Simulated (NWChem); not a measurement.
# C2HClF2 (SMILES FC(F)=CCl) at B3LYP/6-31G(d) (spherical functions)

What is the energy change on altering one bond length of C2HClF2 at B3LYP/6-31G* (spherical functions)? 

The results are computed with NWChem 7.3.0.

1 further run of the same task is left out (set aside as unsound or not needed). Runs told in other sessions of the task aren't counted.

## Step 1: The structure to begin with

C2HClF2: 6 atoms, total charge 0, spin state singlet. As SMILES, `FC(F)=CCl`. Geometry: relaxed at PBE0-D4/def2-TZVP.

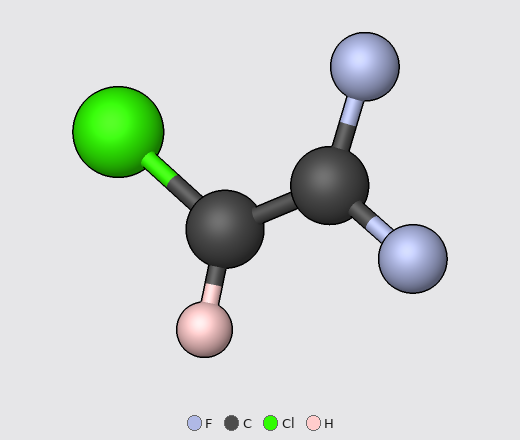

Viewed from a chosen angle; fluorine light blue, carbon dark grey, chlorine green, hydrogen pink.

## Step 2: Energy and gradient at B3LYP/6-31G(d) (spherical functions)

c2hclf2.nw reads:

```
start c2hclf2
title "C2HClF2 B3LYP"
memory stack 880 mb heap 220 mb global 1100 mb
geometry units angstroms noautosym nocenter noautoz
F     0.901010   -0.810380    1.342040
C     0.267650   -0.562200    0.220370
F     0.192510   -1.632620   -0.522730
C    -0.218360    0.626770   -0.086550
Cl   -1.039010    0.926430   -1.552100
H    -0.103800    1.452000    0.598970
end
basis "ao basis" spherical bse
F library 6-31G*
C library 6-31G*
Cl library 6-31G*
H library 6-31G*
end
dft
xc b3lyp
mult 1
grid xfine
convergence energy 1e-08
iterations 100
mulliken
end
task dft gradient
```

Run with:

```console
$ nwchem c2hclf2.nw > c2hclf2.out
```

Standard output:

```text
[...]
          Wavefunction type:  closed shell.
          No. of atoms     :     6
          No. of electrons :    48
[...]
          Charge           :     0
          Spin multiplicity:     1
[...]
          AO basis - number of functions:    76
[...]
              XC Information
              --------------
                         B3LYP Method XC Potential
                     Hartree-Fock (Exact) Exchange  0.200
                        Slater Exchange Functional  0.800 local
                    Becke 1988 Exchange Functional  0.720 non-local
              Lee-Yang-Parr Correlation Functional  0.810
                  VWN I RPA Correlation Functional  0.190 local
[...]
 d= 0,ls=0.0,diis     1   -736.5200206908 -9.50D+02  1.83D-02  1.07D+00     4.4
[...]
 d= 0,ls=0.0,diis    11   -736.6387629337 -4.77D-10  1.60D-07  1.26D-10    40.7
         Total DFT energy =     -736.638762933663
      One electron energy =    -1441.322916762357
           Coulomb energy =      551.569740070828
    Exchange-Corr. energy =      -60.460475595352
 Nuclear repulsion energy =      213.574889353218
[...]
      Total Density - Mulliken Population Analysis
     ---------------------------------------------
    Atom       Charge   Shell Charges
 -----------   ------   -------------------------------------------------------
    1 F    9     9.25   2.00  0.94  3.32  1.02  1.96  0.02
    2 C    6     5.33   2.00  0.68  1.93  0.21  0.40  0.12
    3 F    9     9.24   2.00  0.94  3.32  1.02  1.95  0.02
    4 C    6     6.40   2.00  0.67  2.09  0.58  1.02  0.04
    5 Cl  17    16.98   2.00  2.00  5.97  1.42  3.61  0.52  1.44  0.04
    6 H    1     0.79   0.52  0.27
[...]
  wavefunction    = closed shell
                         DFT ENERGY GRADIENTS
    atom               coordinates                        gradient
                 x          y          z           x          y          z
   1 F       1.702662  -1.531396   2.536088   -0.006025   0.001141  -0.011348
   2 C       0.505785  -1.062404   0.416439   -0.000062  -0.001548  -0.000980
   3 F       0.363791  -3.085204  -0.987816    0.001532   0.010764   0.009017
   4 C      -0.412641   1.184424  -0.163556   -0.002507  -0.005480  -0.008026
   5 Cl     -1.963444   1.750699  -2.933044    0.006947  -0.003271   0.011999
   6 H      -0.196154   2.743882   1.131889    0.000115  -0.001606  -0.000661
[...]
```

It took 50 s on 1 thread of Intel Xeon Platinum 8259CL at 2.50GHz (Skylake/Cascade Lake), shared host; peak memory 0.13 GiB.

## Step 3: The distorted shape: a single-point energy at B3LYP/6-31G(d) (spherical functions)

input.nw reads:

```
start input
memory 2200 mb
charge 0

geometry noautosym nocenter noautoz
F      0.973904    -0.988707     1.388073
C      0.340544    -0.740527     0.266403
F      0.265404    -1.810947    -0.476697
C     -0.218360     0.626770    -0.086550
Cl    -1.039010     0.926430    -1.552100
H     -0.103800     1.452000     0.598970
end

basis spherical bse
* library 6-31G*
end

dft
xc b3lyp
mult 1
grid xfine
convergence energy 1e-08
maxiter 100
mulliken
print low
end

task dft energy
```

Run with:

```console
$ nwchem input.nw > input.out
```

Standard output:

```text
[...]
 d= 0,ls=0.0,diis     1   -736.4681019220 -9.42D+02  2.09D-02  1.20D+00     5.2
[...]
 d= 0,ls=0.0,diis    11   -736.6100193474 -2.55D-09  4.78D-07  3.13D-09    43.3
         Total DFT energy =     -736.610019347443
      One electron energy =    -1426.162777146865
           Coulomb energy =      543.882008926537
    Exchange-Corr. energy =      -60.335695536653
 Nuclear repulsion energy =      206.006444409538
[...]
      Total Density - Mulliken Population Analysis
     ---------------------------------------------
    Atom       Charge   Shell Charges
 -----------   ------   -------------------------------------------------------
    1 F    9     9.24   2.00  0.94  3.31  1.02  1.95  0.02
    2 C    6     5.39   2.00  0.68  1.84  0.30  0.47  0.11
    3 F    9     9.22   2.00  0.94  3.31  1.01  1.94  0.02
    4 C    6     6.39   2.00  0.67  1.98  0.62  1.08  0.04
    5 Cl  17    16.97   2.00  2.00  5.97  1.42  3.60  0.51  1.43  0.04
    6 H    1     0.79   0.52  0.27
[...]
```

It took 44 s on 1 thread of Intel Xeon Platinum 8259CL at 2.50GHz (Skylake/Cascade Lake), shared host; peak memory 0.13 GiB.

## Step 4: Outcome

At B3LYP/6-31G* (spherical functions):

| quantity | value |
| --- | --- |
| first shape: total energy | -736.63876 Eh |
| first shape: dipole moment | 1.03 D |
| first shape: HOMO energy | -6.91 eV |
| first shape: LUMO energy | 0.39 eV |
| first shape: HOMO–LUMO gap | 7.30 eV |
| first shape: largest force on an atom | 0.733 eV/Å |
| distorted shape: total energy | -736.61002 Eh |
| energy change with the C2–C4 bond stretched from 1.321 to 1.519 Å | 0.782 eV |

With the C2–C4 bond stretched from 1.321 to 1.519 Å the energy rises by 0.78 eV (75.5 kJ/mol). The first shape isn't relaxed at this level, so the change isn't measured from a minimum. The largest force (first shape) is 0.73 eV/Å: the shape isn't a stationary point for this species at this level. Mulliken charges (first shape) run from -0.40 on C4 to +0.67 on C2; they depend strongly on the basis.
